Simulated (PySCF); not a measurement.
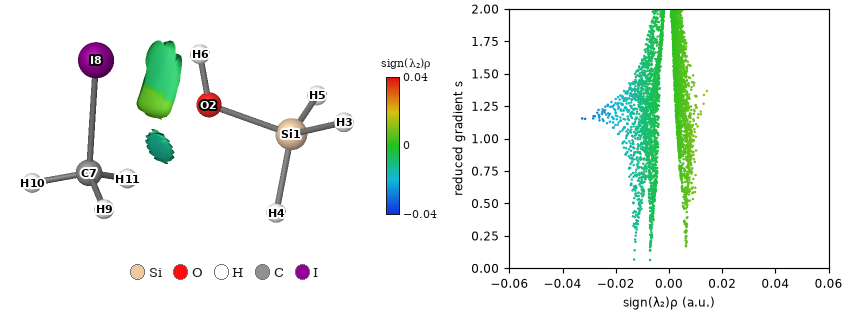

Figure 1: CH₇IOSi, SMILES `[SiH3]O.CI`. Non-covalent interaction surfaces between the fragments (reduced density gradient s = 0.5, coloured by sign(λ₂)ρ in a.u.; trimmed to the region between the fragments where ρ is under 0.06 a.u.). Fragment A: SiH4O (atoms 1–6); fragment B: H3CI. The plot gives s against sign(λ₂)ρ for grid points between the fragments.

PySCF calculation, PBE/def2-SVP, gas phase; geometry: GFN2-xTB. Core potentials replace the inner electrons of I; spin–orbit coupling isn't included. GFN2-xTB bond lengths at metals and heavier atoms can be off by up to 0.1 Å and shapes distorted, which carries into these values.

Geometry (Å), atoms numbered from 1:

```
Si1     -3.5289   -0.1066    0.1871
O2      -2.0836   -0.0924   -0.5593
H3      -3.4022   -0.6938    1.5209
H4      -3.8245    1.3190    0.2328
H5      -4.4979   -0.8658   -0.6012
H6      -1.5946   -0.8942   -0.7313
C7       0.5572    1.7173   -0.0105
I8       1.4109   -0.2453    0.0292
H9       0.7662    2.1934    0.9389
H10      1.0147    2.2652   -0.8243
H11     -0.5083    1.6062   -0.1654
```

Question: Which interactions hold the two fragments together?

Answer: Bond critical points between the fragments: O2···H11, weak C–H hydrogen bond, 2.35 Å, ρ = 0.013 a.u.; O2···I8, 3.55 Å, ρ = 0.007 a.u. All are weak and appear green, as weak hydrogen bonds do. Several contacts close a ring, whose ring point adds a part with positive λ₂ between them. The pose is a local one from a semi-empirical search, not shown to be the most stable.

Question: How strongly are they bound?

Answer: The counterpoise-corrected interaction energy of the frozen fragments is −1.8 kcal/mol without dispersion correction and −3.2 kcal/mol with D3(BJ). The pair geometry is semi-empirical, not a minimum at this level.
